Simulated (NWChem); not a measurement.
**C4H4F2: energy and gradient calculation**

C4H4F2, SMILES FC1(F)C=CC1, computed with HF/def2-SVP, RHF (NWChem 7.3.0).

The geometry comes from this level: PBE0-D4/def2-TZVP.

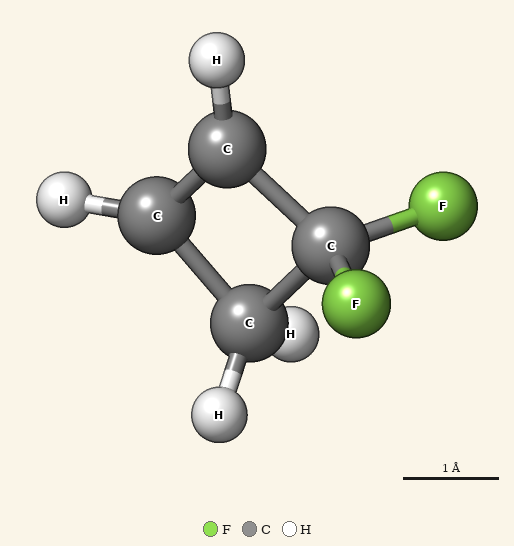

Figure 1. The structure (ball-and-stick view, seen at a tilt).

Key numbers

| quantity | value |
| --- | --- |
| outcome | converged |
| total energy | −352.345030 hartree |
| basis functions | 104 |
| largest force | 0.963 eV/Å |
| HOMO | −10.80 eV |
| LUMO | 3.71 eV |
| dipole moment | 2.88 D |
| hardware | 1 thread of Intel Xeon (Granite Rapids), 64 GiB of memory available, shared host |
| wall time | 15 s |
| peak memory | 0.099 GiB |

The input
```python
from ase import Atoms
from ase.calculators.nwchem import NWChem

mol = Atoms('FCFCCCHHHH', positions=[
    [-1.910600, -0.606500, 0.292400],
    [-0.557400, -0.664200, 0.268500],
    [-0.218200, -1.805400, 0.914800],
    [0.088600, -0.447100, -1.069400],
    [0.711900, 0.652300, -0.645700],
    [0.162900, 0.610300, 0.765400],
    [0.043200, -0.994600, -2.001200],
    [1.384300, 1.350100, -1.128900],
    [0.888700, 0.431400, 1.560900],
    [-0.510200, 1.422700, 1.046000],
])

calc = NWChem(
    label='m1',
    theory='scf',
    memory='2200 mb',
    basis='def2-SVP',
    basispar='spherical bse',
    scf={'nopen': '0', 'rhf': None, 'thresh': '1e-08', 'maxiter': '80'},
)
mol.calc = calc

forces = mol.get_forces()
print("Total energy (eV):", round(mol.get_potential_energy(), 6))
print("forces (eV/A):")
for s, f in zip(mol.symbols, forces):
    print(f"{s:2s} {f[0]:10.5f} {f[1]:10.5f} {f[2]:10.5f}")
print("dipole (e A):", mol.get_dipole_moment().round(4))
```

File m1.nwi
```
title "m1"

permanent_dir m1

scratch_dir m1

start m1

geometry units angstrom nocenter noautosym noautoz
  F  -1.9106000000000001e+00 -6.0650000000000004e-01 2.9239999999999999e-01
  C  -5.5740000000000001e-01 -6.6420000000000001e-01 2.6850000000000002e-01
  F  -2.1820000000000001e-01 -1.8053999999999999e+00 9.1479999999999995e-01
  C  8.8599999999999998e-02 -4.4710000000000000e-01 -1.0693999999999999e+00
  C  7.1189999999999998e-01 6.5229999999999999e-01 -6.4570000000000005e-01
  C  1.6289999999999999e-01 6.1029999999999995e-01 7.6539999999999997e-01
  H  4.3200000000000002e-02 -9.9460000000000004e-01 -2.0011999999999999e+00
  H  1.3843000000000001e+00 1.3501000000000001e+00 -1.1289000000000000e+00
  H  8.8870000000000005e-01 4.3140000000000001e-01 1.5609000000000000e+00
  H  -5.1019999999999999e-01 1.4227000000000001e+00 1.0460000000000000e+00
end

memory 2200 mb

basis spherical bse noprint
   * library def2-SVP
end

scf
  nopen 0
  rhf
  thresh 1e-08
  maxiter 80
end

task scf gradient
```

Command:
```bash
export ASE_NWCHEM_COMMAND="nwchem PREFIX.nwi > PREFIX.nwo"
python run.py
```

Log
```
Total energy (eV): -9587.796624
forces (eV/A):
F     0.95871   -0.08721    0.00622
C    -0.51875   -0.49751    0.45539
F    -0.29141    0.79756   -0.45308
C     0.15123    0.35805    0.27511
C    -0.07153   -0.27207   -0.32818
C    -0.18964   -0.24611    0.03085
H    -0.00041    0.02417    0.04921
H    -0.02427   -0.03456   -0.00113
H    -0.04134    0.00365   -0.02931
H     0.02731   -0.04592   -0.00509
dipole (e A): [ 0.3746  0.4147 -0.2198]
```

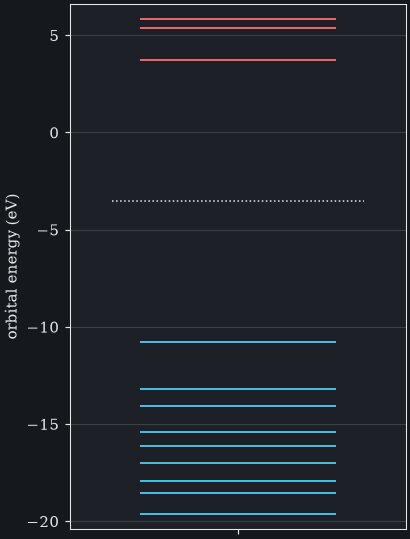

Figure 2. Orbital energies near the frontier; the dotted line parts filled from empty levels, and levels within 0.02 eV of each other stand side by side. Highest filled −10.80 eV, lowest empty 3.71 eV, 14.51 eV apart.
